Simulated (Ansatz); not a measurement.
# BHLYP/STO-3G run of CH2BN (SMILES BC#N)

Aim: the electronic atomisation energy of CH2BN at BHLYP/STO-3G, from 5 runs. 

The results are computed with Ansatz 0.2.0.

73 further runs of the same task are left out: 73 set aside as unsound or not needed.

## 1. Starting point

CH2BN: 5 atoms, total charge 0, spin state singlet. SMILES: `BC#N`. The shape is that of a PBE0-D4/def2-TZVP optimisation.

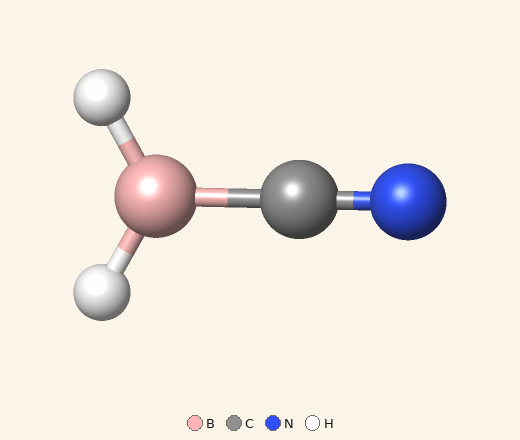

Viewed from a chosen angle; boron pink, carbon grey, nitrogen blue, hydrogen white.

## 2. The energy at BHLYP/STO-3G

Contents of run.yaml:

```yaml
crystal:
  periodic: [false, false, false]
  atoms:
    - {symbol: B, position_ang: [-0.219200, 0.441300, -0.341900]}
    - {symbol: C, position_ang: [0.352700, -0.696700, 0.490700]}
    - {symbol: "N", position_ang: [0.786500, -1.559600, 1.122200]}
    - {symbol: H, position_ang: [-0.744300, 0.187400, -1.377600]}
    - {symbol: H, position_ang: [-0.125900, 1.554000, 0.065300]}
basis:
  gaussian:
    orbitals: STO-3G
accuracy: high
hamiltonian:
  xc: {name: BHLYP}
```

Command:

```sh
ansatz run run.yaml --threads 1 --pin off --max-ram 2610MiB --events-out events.jsonl --progress --plain --runs-dir runs
```

Standard output:

```text
Warning: RAYON_NUM_THREADS=1 ignored (pool sized by the plan → 1); use --threads N
Functional definition: BHLYP
  name "BHLYP"
  parameter a = 0.5
  exchange = (1 - a)*b88_x + a*exact_x
  correlation = lyp_c
296 factors; integrals over basis functions are off by at most 8.1e-9 eV
mean field evaluation 1: about -3189.3293 eV, gradient 2.8e1 eV
mean field evaluation 2: about -3186.4099 eV, gradient 4.5e1 eV
mean field evaluation 4: about -3191.5775 eV, gradient 4.9e-1 eV
mean field evaluation 8: about -3191.5316 eV, gradient 1.1e-2 eV
mean field evaluation 16: about -3191.5317 eV, gradient 5.3e-8 eV
mean field -3191.53165034 eV, -117.2866248522 hartree, gradient 5.3e-8 eV, S^2 0.000000; 0 other end points of the search recorded, 0 dependent functions left out
reference -3191.53166680 eV, -117.2866254570 hartree; 10, 10 occupied and 7, 7 virtual orbitals, 296 factors
Total energy: -3191.53166680 eV, -117.2866254570 hartree
```

Run time: 0.89 s. Hardware: 1 thread of Arm Neoverse V1, shared host; peak memory 0.09 GiB.

## 3. The B atom at the same level

Contents of molecule.yaml:

```yaml
crystal:
  periodic: [false, false, false]
  atoms:
    - {symbol: B, position_ang: [0.000000, 0.000000, 0.000000]}
basis:
  gaussian:
    orbitals: STO-3G
magnetization:
  spin_polarized: true
  initial_magnetization: 1
hamiltonian:
  xc: {name: BHLYP}
accuracy: high
```

Run the same way, it converges to -24.27395 Eh (log not shown).

## 4. The C atom, same level

Contents of run.yaml:

```yaml
crystal:
  periodic: [false, false, false]
  atoms:
    - {symbol: C, position_ang: [0.000000, 0.000000, 0.000000]}
basis:
  gaussian:
    orbitals: STO-3G
magnetization:
  spin_polarized: true
  initial_magnetization: 2
hamiltonian:
  xc: {name: BHLYP}
accuracy: high
```

Run the same way, it converges to -37.34735 Eh (log not shown).

## 5. The H atom

Contents of run.yaml:

```yaml
basis:
  gaussian:
    orbitals: STO-3G
crystal:
  periodic: [false, false, false]
  atoms:
    - {symbol: H, position_ang: [0.000000, 0.000000, 0.000000]}
magnetization:
  spin_polarized: true
  initial_magnetization: 1
hamiltonian:
  xc: {name: BHLYP}
accuracy: high
```

Command:

```sh
ansatz run run.yaml --threads 1 --pin off --max-ram 2610MiB --events-out events.jsonl --progress --plain --runs-dir runs
```

Standard output, cut to the lines that bear on the results:

```text
Warning: RAYON_NUM_THREADS=1 ignored (pool sized by the plan → 1); use --threads N
[... 5 set-up lines as earlier in the session ...]
1 factors; integrals over basis functions are off by at most 4.6e-10 eV
mean field evaluation 1: about -12.6441 eV, gradient 0.0e0 eV
mean field evaluation 2: about -12.6441 eV, gradient 0.0e0 eV
mean field -12.64407579 eV, -0.4646612147 hartree, gradient 0.0e0 eV, S^2 0.750000; 0 other end points of the search recorded, 0 dependent functions left out
reference -12.64408485 eV, -0.4646615477 hartree; 1, 0 occupied and 0, 1 virtual orbitals, 1 factors
Total energy: -12.64408485 eV, -0.4646615477 hartree
```

Run time: 0.08 s. Hardware: 1 thread of Arm Neoverse V1, shared host.

## 6. The N atom at the same level

Contents of input.yaml:

```yaml
crystal:
  periodic: [false, false, false]
  atoms:
    - {symbol: N, position_ang: [0.000000, 0.000000, 0.000000]}
basis:
  gaussian: {orbitals: STO-3G}
magnetization: {spin_polarized: true, initial_magnetization: 3}
hamiltonian: {xc: {name: BHLYP}}
accuracy: high
```

Run the same way, it converges to -53.88610 Eh (log not shown).

## 7. What came out

Level: BHLYP/STO-3G.

```
                     quantity          value
       molecule: total energy  -117.28663 Eh
         B atom: total energy   -24.27395 Eh
                 B atom: ⟨S²⟩          0.750
         C atom: total energy   -37.34735 Eh
                 C atom: ⟨S²⟩          2.000
         H atom: total energy    -0.46466 Eh
                 H atom: ⟨S²⟩          0.750
         N atom: total energy   -53.88610 Eh
                 N atom: ⟨S²⟩          3.750
electronic atomisation energy      23.127 eV
```

Taking the molecule apart into free atoms costs 23.13 eV (2231 kJ/mol), before zero-point energy and without spin-orbit coupling. In a minimal basis such a difference can be off by several eV, whatever the method.
